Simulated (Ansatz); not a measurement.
# Fields on a plane of Eu (bcc, W type)

```xyz
1
Lattice="-2.1904 2.1904 2.1904 2.1904 -2.1904 2.1904 2.1904 2.1904 -2.1904" Properties=species:S:1:pos:R:3 pbc="T T T"
Eu     0.0000     0.0000     0.0000
```

The slice is a {211} plane (indices of the conventional cell) through the point (0.000, 0.000, 0.000) (fractional), spanned by u = [111] and v = [1 0 -1] in vectors of this cell: u (3.79 Å) and v (6.20 Å, at 90° to u). It covers one period; positions are fractions (u, v).

Atoms on it: Eu at (0.00, 0.00).

Computed with PBE (plane waves to 420 eV, PAW, scalar-relativistic; Ansatz, a program for electronic structure). k mesh 15×15×15. Inside the PAW spheres the values are not all-electron values, and peaks at nuclei hang on which shells count as valence. Eu was relaxed with its symmetry unable to fall. Relaxed Eu ends ferromagnetic. The PAW data are Ansatz's earlier set. The relaxed volume of Eu is well below the measured one. The magnetic order is the one the run started from; other orders were not tried. The f-shell state is unchecked: a lower one may exist.

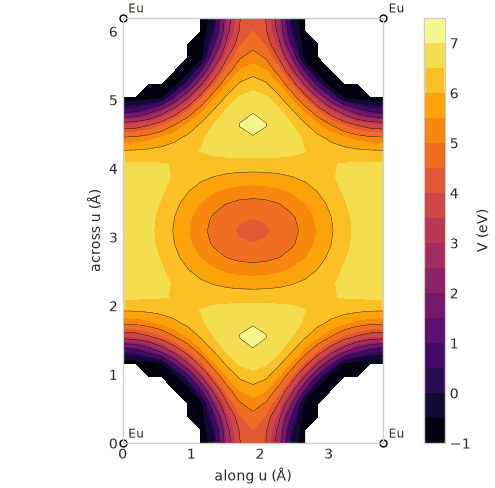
Figure. Electrostatic potential energy of an electron, from the cell's mean, in eV, one period of the plane, atoms marked. Points within 1 Å of a nucleus are left white, as the pseudised field means little there. Values under -1 eV are set to -1. The zero, the cell's mean, hangs on the PAW cores.

```
|9999887766443311000000000011334466778899|
|8888776655442211000000000011224455667788|
|7777665544332211000000000011223344556677|
|6655554433221100000000000000112233445555|
|4444443322110000000000000000001122334444|
|3322222211000000000000000000000011222222|
|1111111100000000000000000000000000111111|
|0000000000000000000000000000000000000000|
|0000000000000000000000000000000000000000|
|0000000000000000000000000000000000000000|
|0000000000000000000000000000000000000000|
|0000000000000000000000000000000000000000|
|0000000000000000000000000000000000000000|
|0000000000000000000000000000000000000000|
|0000000000000000000000000000000000000000|
|0000000000000000000000000000000000000000|
|0000000000000000000000000000000000000000|
|0000000000000000000000000000000000000000|
|0000000000000000000000000000000000000000|
|0000000000000000000000000000000000000000|
|0000000000000000000000000000000000000000|
|0000000000000000000000000000000000000000|
|0000000000000000000000000000000000000000|
|0000000000000000000000000000000000000000|
|1111111100000000000000000000000000111111|
|3322222211000000000000000000000011222222|
|4444443322110000000000000000001122334444|
|6655554433221100000000000000112233445555|
|7777665544332211000000000011223344556677|
|8888776655442211000000000011224455667788|
|9999887766443311000000000011334466778899|
|9999887766443311000000000011334466778899|
```
Scale: ten equal steps from -1.22 (start of '0') to 1.26 (end of '9'), in the order '0123456789'. Values: log₁₀ of the valence density in e/Å³. The map has 20 points along u (two characters each, u = 0 at the left) and 32 along v (v = 0 in the bottom row). The scale is logarithmic, as a density can span decades between atoms and voids.

| Item | Result |
|---|---|
| Density on the Eu–Eu line (3.79 Å) at its midpoint | 0.06 e/Å³ |
| ELF at that point | 0.11 |
